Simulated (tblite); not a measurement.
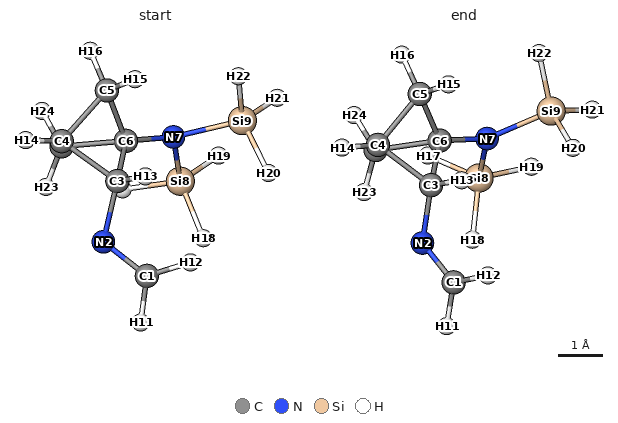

The structure of C₆H₁₄N₂Si₂ before (left) and after (right) a relaxation, at one scale.

A ball-and-stick model, seen at a tilt.

Level of theory: GFN2-xTB geometry optimisation, gas phase in tblite. 

Describe what moved and what it gained.

Over 128 geometry steps the energy falls by 63.6 kJ/mol. An H atom moves most after the best rigid fit: 0.98 Å. Largest moves by element: H 0.98 Å, Si 0.30 Å, N 0.29 Å, C 0.28 Å. Among the contacts that change: Si–Si 2.732 → 3.115 Å, C–N 1.479 → 1.408 Å, C–C 1.593 → 1.534 Å, C–C 1.525 → 1.568 Å. Bond angles that change, for instance: Si–N–Si 106.0° → 126.7°, C–N–Si 122.7° → 115.5°, C–N–C 113.6° → 120.3°. Groups turn about C–N by about 30°, N–Si by about 25°, N–Si by about 25°. Cost: 1.5 s on 1 thread of Arm Neoverse V1, on a shared host.
